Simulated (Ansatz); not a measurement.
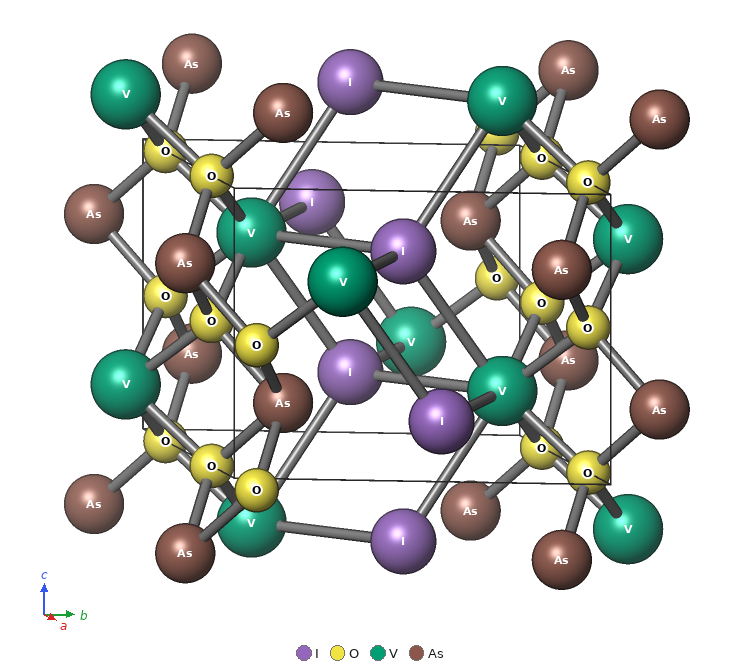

Ball-and-stick model, viewed slightly off an axis. The lines enclose the simulation cell; boundary atoms appear with their images. Atoms of adjacent cells appear where they bond to atoms in the box.

```
CELL_PARAMETERS angstrom
5.29305 0.00000 0.00000
2.64652 -6.09967 0.00000
0.00000 0.00000 -5.17046
ATOMIC_POSITIONS crystal
I 0.74450 0.51100 0.75000
I 0.25550 0.48900 0.25000
O 0.24700 0.00000 0.00000
O 0.75300 0.00000 0.50000
O 0.75300 0.00000 0.00000
O 0.24700 0.00000 0.50000
V 0.40500 0.19000 0.75000
V 0.59500 0.81000 0.25000
As 0.07390 0.85220 0.75000
As 0.92610 0.14780 0.25000
```

Level of theory and settings: DFT, PAW plane waves, r2SCAN in Ansatz 0.2.0, a cutoff energy of 500 eV, a 6×6×6 sampling of the Brillouin zone, cold smearing of 0.017 eV, no spin polarisation.

Q: Give the Bader charge of each element.

A: V +1.48 e; As +1.51 e; I -0.59 e; O -1.19 e.

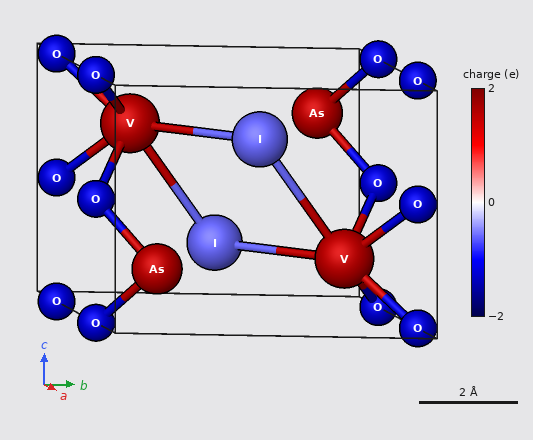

The atoms coloured by those charges.

The model is a generated cell, made by putting these elements into a known structure type (the compound may or may not exist in this form); its atoms and cell weren't optimised. An electronic-structure calculation with Ansatz was run on it.

At this level of theory the cell isn't at rest (stretched, at -7 GPa and forces up to 1.5 eV/Å), so its distances can differ from those at equilibrium, the more so the softer the solid.
